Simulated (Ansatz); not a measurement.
## Electronic structure of C₂H₁₀O₂Si₂ (SMILES OCOC[SiH2][SiH3]) in real space

```xyz
16

O     0.2654   -2.9945   -1.1518
C     1.3834   -2.1840   -0.8865
O     1.1013   -0.8062   -0.9264
C     0.2171   -0.3685    0.1119
Si   -0.1237    1.4875   -0.1684
Si   -1.5418    2.3586    1.4975
H    -0.0266   -2.7924   -2.0560
H     1.7301   -2.4884    0.1102
H     2.1829   -2.3288   -1.6242
H     0.6780   -0.5356    1.1000
H    -0.7167   -0.9470    0.0915
H     1.1668    2.2310   -0.1625
H    -0.7550    1.6704   -1.5055
H    -0.9446    2.1931    2.8530
H    -1.7758    3.8121    1.2695
H    -2.8636    1.6702    1.4918
```

All numbers below come from RKS B3LYP/6-31G* in Ansatz 0.2.0.

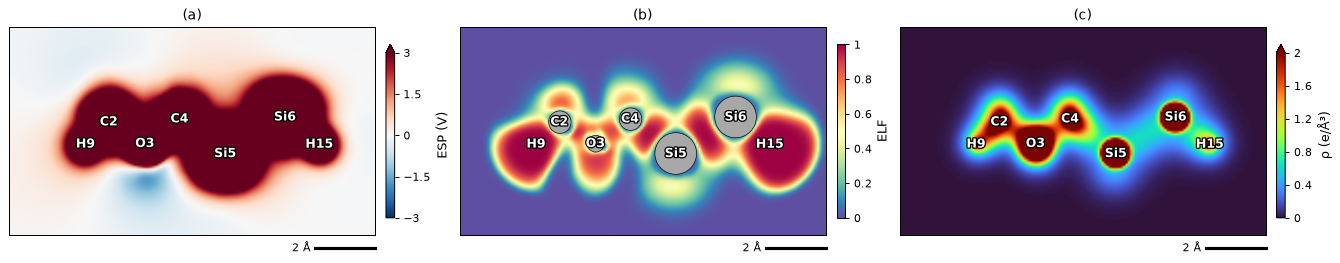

Figure 1. (a) molecular electrostatic potential; (b) electron localisation function; (c) total electron density on the plane of atoms O3, C4 and Si5. Grey discs cover the atomic cores in the ELF map.

Q: Describe what can be read from this map.

A:
- The section cuts through C, O, Si and H sites.
- C–O (1.41 Å): ρ at the midpoint is about 2.1 e/Å³, with its minimum of 1.8 e/Å³ about 0.5 Å from C; the ELF peaks at about 0.95 between the atoms; a shared but strongly polarised pair.
- C–Si (1.91 Å): ρ is about 0.94 e/Å³ halfway; the ELF peaks at about 1 between the atoms, as expected for a covalent bond.
- Si–Si (2.35 Å): the density is about 0.63 e/Å³ at the midpoint; the ELF peaks at about 1 between the atoms; a shared electron pair.
- C–H (1.10 Å): ρ is about 2.1 e/Å³ halfway; the ELF climbs to about 1 towards the hydrogen, as it does in any bond to H; a covalent bond by its length.
- Si–H (1.49 Å): ρ is about 0.76 e/Å³ halfway; the ELF climbs to about 1 towards the hydrogen.
- The ELF also peaks beside O3, away from the bonds: lone-pair regions.
- Outside the dense part of the molecule the potential is most negative (−1.7 V) near O3.

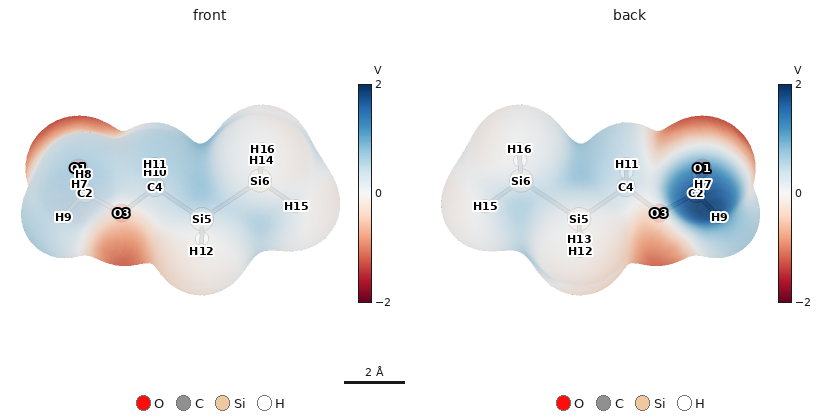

Figure 2. The electrostatic potential painted on the density surface at 0.001 e/bohr³, seen from the front and from behind; the colour scale runs from red (negative) to blue (positive).

Q: Describe the electrostatic potential map.

A: The most negative region (about −1.2 V) lies over O1, the most positive (about +1.8 V) over H7. O1 is the likeliest acceptor of a hydrogen bond.

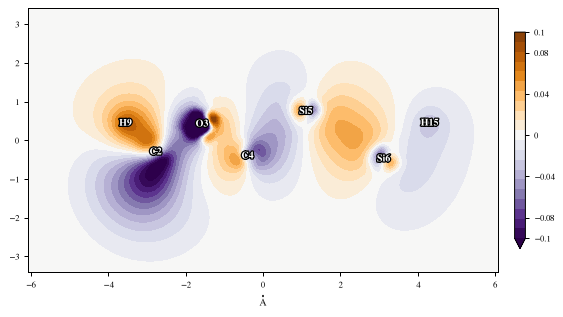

Figure 3. The HOMO on the plane of atoms C4, Si5 and Si6 (values in Å⁻³ᐟ²; the overall sign is arbitrary).

Q: What is the character of this orbital?

A: By Hirshfeld shares it lies mainly on O3 (about 55 %), O1 (about 15 %), C4 (about 10 %) and C2 (about 5 %). Its energy is −7.49 eV.
